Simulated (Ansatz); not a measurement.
The figure comes from a scan of CdO (rock salt): volume and axial ratio are varied about the relaxed values (subscript 0). The numbers are results of PBE (plane waves to 420 eV, PAW, scalar-relativistic; Ansatz, a program for electronic structure), not measurements. k mesh 12×12×12 (Γ-centred), Fermi-Dirac smearing 0.05 eV. E stands for the smeared free energy. With partly filled bands, the response to shear is sensitive to the k mesh, so small differences along c/a are uncertain. CdO was relaxed with its symmetry unable to fall. The PAW data are Ansatz's earlier set. The zero of ΔE is the relaxed starting cell.

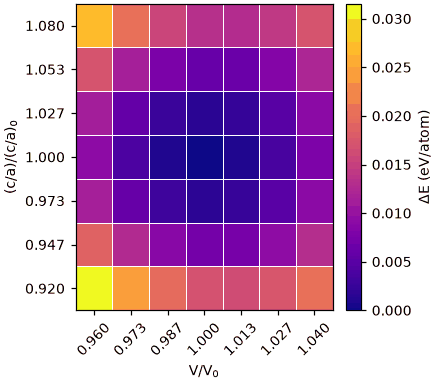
Fig. 1. ΔE (eV/atom), one tile a computed point.

Q: Read the plotted values off the figure, to the accuracy that the plot allows.

A: To the nearest 0.005:

ΔE (eV/atom), with V/V₀ across and (c/a)/(c/a)₀ down:

```csv
(c/a)/(c/a)₀ \ V/V₀,0.960,0.973,0.987,1.000,1.013,1.027,1.040
0.920,0.030,0.025,0.020,0.015,0.015,0.015,0.020
0.947,0.020,0.015,0.010,0.005,0.005,0.010,0.015
0.973,0.010,0.005,0.005,0.000,0.000,0.005,0.010
1.000,0.010,0.005,0.000,0.000,0.000,0.005,0.010
1.027,0.010,0.005,0.005,0.000,0.000,0.005,0.010
1.053,0.015,0.010,0.010,0.005,0.005,0.010,0.010
1.080,0.025,0.020,0.015,0.015,0.015,0.015,0.015
```

(Under strain, the slope of the energy per volume gives the stress and its curvature an elastic modulus.)
